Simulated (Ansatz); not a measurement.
Geometry relaxation, with input and output: SbSi62 (part 1 of 4)

- system: SbSi62 (defect cell, 63 atoms in the cell)
- method: DFT PBE-D3(BJ), scalar-relativistic, plane waves, PAW, PAW set soft_1, spin-polarised (Ansatz 0.2.0)

It belongs to a series of runs on one base structure; here: end point A relaxed.

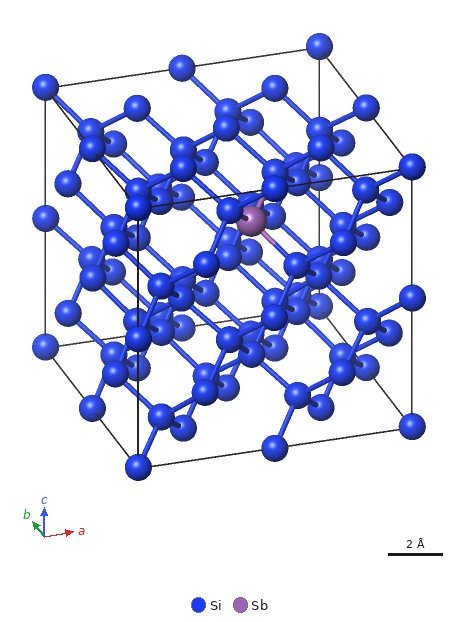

**Figure 1.** The structure as given in the input (ball-and-stick view of the cell of the calculation, seen at an oblique angle). An atom can appear more than once, as a periodic image.

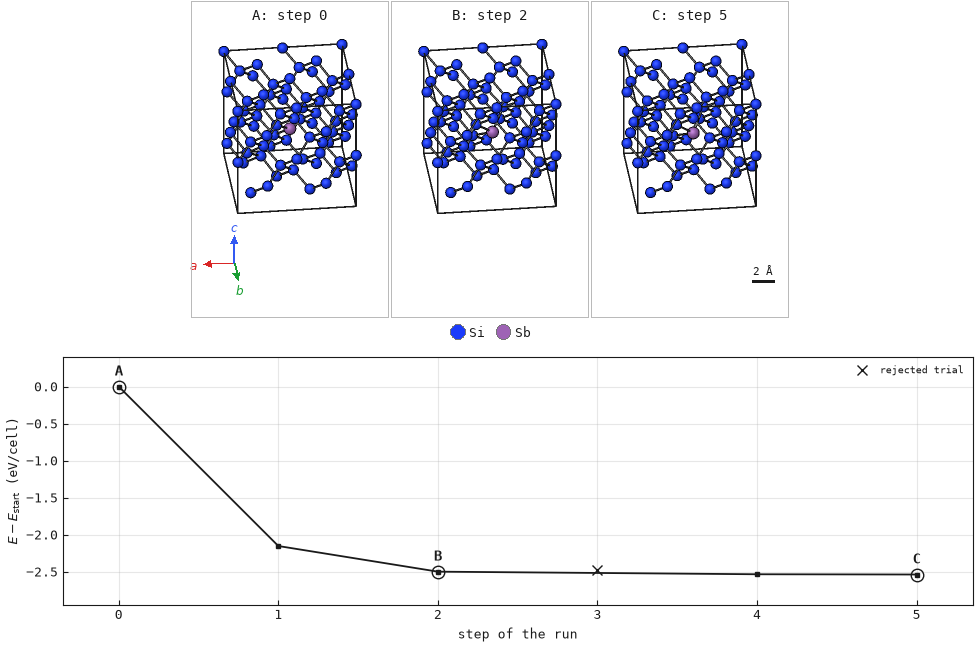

**Figure 2.** Frames of the relaxation (ball-and-stick view of the cell of the calculation (origin shifted), seen at an oblique angle) above the curves, on which the letters mark them (the first geometry is step 0 here and step 1 in the log).

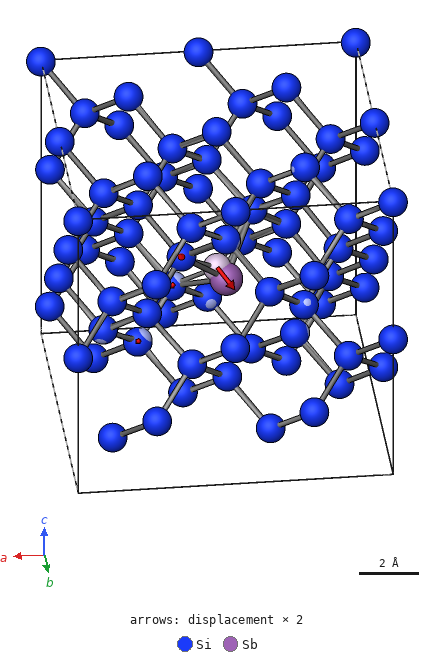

**Figure 3.** Start (faint) and end (solid) with the displacements as red arrows, magnified 2 times (ball-and-stick view of the cell of the calculation (origin shifted), seen at an oblique angle). The energy falls by 2.537 eV per cell of the calculation in 5 geometry steps. The largest force component goes from 3.2 to 0.019 eV/Å. The line search rejected the trial step at point 3 (counted from 0) and went back. Sb46 moves most: 0.51 Å. Largest moves by element: Sb 0.51 Å, Si 0.13 Å. The lattice vectors keep their values. Distances before and after: Sb46–Si47 2.268 → 2.627 Å, Si45–Sb46 2.332 → 2.632 Å, Si22–Sb46 2.384 → 2.627 Å, Si6–Si23 2.502 → 2.348 Å. Among the angles that change: Si45–Sb46–Si47 113.1° → 98.1°, Si22–Sb46–Si47 109.0° → 98.0°, Sb46–Si47–Si48 113.4° → 103.6°. (Atoms are counted from 1 in the order of the input.)

The input that produced these results follows, with the program's output.

Input
```yaml
crystal:
  lattice:
    - [10.86, 0.0, 0.0]
    - [0.0, 10.86, 0.0]
    - [0.0, 0.0, 10.86]
  atoms:
    - { symbol: Si, position: [0.5007321, 0.0033873, -0.0023905] }
    - { symbol: Si, position: [0.625933, 0.1264526, 0.1244566] }
    - { symbol: Si, position: [0.7520348, 0.2477447, 0.001956] }
    - { symbol: Si, position: [0.8740563, 0.3751329, 0.1213107] }
    - { symbol: Si, position: [0.745807, 0.0006195, 0.2522301] }
    - { symbol: Si, position: [0.879386, 0.1213286, 0.372242] }
    - { symbol: Si, position: [0.0015731, 0.000778, 0.0037632] }
    - { symbol: Si, position: [0.126054, 0.1213655, 0.1228075] }
    - { symbol: Si, position: [0.2498106, 0.2485546, 0.0008934] }
    - { symbol: Si, position: [0.3759217, 0.3746901, 0.1236958] }
    - { symbol: Si, position: [0.4930668, 0.5030399, -2.24e-05] }
    - { symbol: Si, position: [0.6250963, 0.6288611, 0.1279692] }
    - { symbol: Si, position: [0.7541304, 0.7513142, -0.0027167] }
    - { symbol: Si, position: [0.8785905, 0.8713868, 0.1238241] }
    - { symbol: Si, position: [0.2458253, 0.0015399, 0.2539577] }
    - { symbol: Si, position: [0.3762204, 0.1252883, 0.378919] }
    - { symbol: Si, position: [0.5006024, 0.2520782, 0.2443367] }
    - { symbol: Si, position: [0.6264716, 0.3726349, 0.3729312] }
    - { symbol: Si, position: [0.751824, 0.5053483, 0.2520786] }
    - { symbol: Si, position: [0.8748641, 0.6269475, 0.3773532] }
    - { symbol: Si, position: [0.4996585, 0.0054165, 0.5001706] }
    - { symbol: Si, position: [0.6207231, 0.1206351, 0.6287017] }
    - { symbol: Si, position: [0.7447749, 0.2504113, 0.507492] }
    - { symbol: Si, position: [0.87789, 0.380779, 0.6218684] }
    - { symbol: Si, position: [0.7503405, 0.0011914, 0.7511189] }
    - { symbol: Si, position: [0.872973, 0.1226408, 0.8786891] }
    - { symbol: Si, position: [0.0016366, 0.4966429, 0.0011569] }
    - { symbol: Si, position: [0.125652, 0.6308416, 0.1256759] }
    - { symbol: Si, position: [0.250867, 0.7487833, 0.0004997] }
    - { symbol: Si, position: [0.3763312, 0.8746632, 0.1246399] }
    - { symbol: Si, position: [0.0010626, 0.2473864, 0.2496206] }
    - { symbol: Si, position: [0.1218554, 0.3746609, 0.3743782] }
    - { symbol: Si, position: [0.2561583, 0.5030748, 0.2510221] }
    - { symbol: Si, position: [0.3750758, 0.6257084, 0.3783217] }
    - { symbol: Si, position: [0.502397, 0.7489325, 0.2489144] }
    - { symbol: Si, position: [0.6241019, 0.8746528, 0.3759308] }
    - { symbol: Si, position: [0.001487, -0.0011361, 0.4996638] }
    - { symbol: Si, position: [0.1257417, 0.1245709, 0.6246288] }
    - { symbol: Si, position: [0.2441766, 0.2527932, 0.5003803] }
    - { symbol: Si, position: [0.5002622, 0.5019905, 0.5011077] }
    - { symbol: Si, position: [0.6226629, 0.6270056, 0.6273523] }
    - { symbol: Si, position: [0.7460772, 0.7517676, 0.5054589] }
    - { symbol: Si, position: [0.8722304, 0.8721729, 0.6254821] }
    - { symbol: Si, position: [0.2509083, 0.002635, 0.7453014] }
    - { symbol: Si, position: [0.3768457, 0.1228555, 0.8769913] }
    - { symbol: Sb, position: [0.4996428, 0.2515196, 0.7567443], spin: 1.0 }
    - { symbol: Si, position: [0.626774, 0.3725767, 0.8699003] }
    - { symbol: Si, position: [0.751793, 0.4995949, 0.7507996] }
    - { symbol: Si, position: [0.87642, 0.6294032, 0.873151] }
    - { symbol: Si, position: [-0.0008249, 0.7497641, 0.2501322] }
    - { symbol: Si, position: [0.1276864, 0.8756582, 0.3793476] }
    - { symbol: Si, position: [0.0034789, 0.4969587, 0.5026401] }
    - { symbol: Si, position: [0.1217971, 0.6191374, 0.6222548] }
    - { symbol: Si, position: [0.2520903, 0.7526473, 0.4998473] }
    - { symbol: Si, position: [0.3712888, 0.8740264, 0.6209591] }
    - { symbol: Si, position: [0.0028487, 0.247153, 0.7524142] }
    - { symbol: Si, position: [0.1272653, 0.3738267, 0.8746043] }
    - { symbol: Si, position: [0.2521307, 0.5073117, 0.7531466] }
    - { symbol: Si, position: [0.3756828, 0.6206592, 0.8803968] }
    - { symbol: Si, position: [0.5004064, 0.7519651, 0.7516142] }
    - { symbol: Si, position: [0.6236476, 0.8714286, 0.8721028] }
    - { symbol: Si, position: [-0.0030636, 0.7461643, 0.7510996] }
    - { symbol: Si, position: [0.1236885, 0.8744012, 0.8725985] }
magnetization:
  spin_polarized: true
basis:
  ecutwfc: 420.0
kpoints:
  mp_grid: { grid: [1, 1, 1] }
hamiltonian:
  xc: pbe
  dispersion: d3bj
  pseudopotentials: { kind: paw, azcp: { folder: soft_1 } }
scf:
  occupations: { method: gaussian, width: 0.02 }
  lower_state_search: "off"
relax:
  f_tol: 0.03
  max_steps: 60
  adjacent_minimum: "off"
```

Command:
```bash
ansatz run input.yaml --threads 4 --pin off --max-ram 10240MiB --backend cpu --events-out ev --progress --plain --runs-dir out
```

Log
```
Engine: ansatz 0.2.0, aarch64-unknown-linux-gnu
Pseudopotentials: kind: paw
Pseudopotential: Si, paw, valence charge 4, recommended cutoff 420 eV (normal), [file]
Pseudopotential: Sb, paw, valence charge 15, recommended cutoff 420 eV (normal), [file]
Functional definition: PBE
  parameter kappa = 0.804
  parameter beta = 0.06672455060314922
  exchange = pbe_x(kappa = kappa, mu = beta*pi^2/3)
  correlation = pbe_c(beta = beta)
Crystal: 63 atoms, lattice volume = 1280.824 Å³
Basis set: ecut = 420 eV, 25173 PW (Γ), exchange–correlation on 150×150×150 points (8 copies of the dense FFT grid, shifted against one another)
Bands: 195, of which v1, the nominal top of the filled ones, is band 132 counted from 1 (131 counted from 0)
Symmetry: 1 space group operations
Space group: P1 (ITA 1), of the structure as read, at distance tolerance 1.1e-4 Å
Magnetic group: BNS 1.1 (UNI 1), of the structure as read, at distance tolerance 1.1e-4 Å
k-points: 1
Non-local potential: Si, projectors of the file, l = 0: 2, l = 1: 2, l = 2: 1
Non-local potential: Sb, projectors of the file, l = 0: 2, l = 1: 2, l = 2: 2, l = 3: 1
PAW form: soft (Blöchl's): semilocal exchange-correlation on the pseudo side does not see the compensation charge
PAW one-centre angular grid: Si, 110 points (default); XC on 64 Gauss nodes
PAW one-centre angular grid: Sb, 590 points (default); XC on 64 Gauss nodes
Initial density: superposition of atomic densities (chi_scale 0.1, normalization cell)
Starting moments: Σ|m| = 1 μB on 1 of 63 sites
Initial wavefunctions: pseudopotential atomic-orbital guess
Functional: x = pbe(κ = 0.804, μ = 0.2195149727645171), c = pbe(β = 0.06672455060314922)
```
